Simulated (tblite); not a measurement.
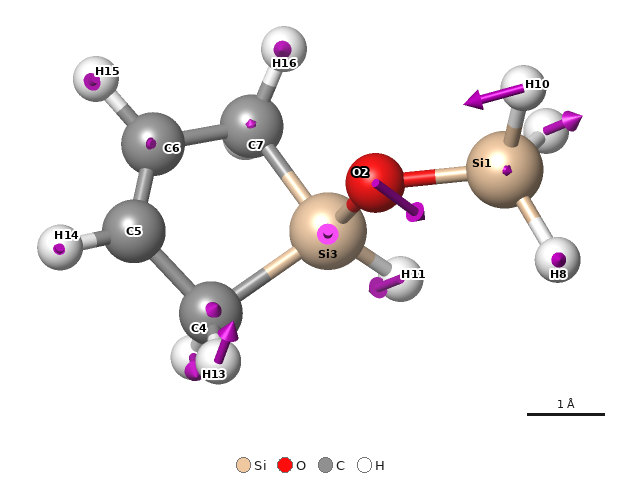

This is a relaxation of C$_{4}$H$_{10}$OSi$_{2}$. The starting structure is drawn; purple arrows show the displacements, at their true length. The two geometries are superimposed by the best rigid fit.

Style: ball-and-stick. Shown at a tilt.

All numbers below come from GFN2-xTB geometry optimisation, gas phase in tblite 0.8.0. 

What happened in the run?

After 61 geometry steps the energy has fallen by 0.800 eV. The atom that moves furthest after the best rigid fit is the O atom (1.18 Å). Largest moves by element: O 1.18 Å, H 0.82 Å, Si 0.40 Å, C 0.26 Å. Among the contacts that change: Si–Si 2.869 → 3.217 Å, O–Si 1.703 → 1.620 Å, O–Si 1.680 → 1.622 Å, C–H 1.137 → 1.081 Å. Among the angles between lasting bonds that change: Si–O–Si 116.0° → 165.8°, O–Si–H 116.4° → 104.7°, O–Si–H 113.9° → 105.1°. Groups turn about C–Si by about 35°, C–Si by about 30°, C–C by about 25°. The run took 0.46 s on 1 thread of Arm Neoverse V1, on a shared host.
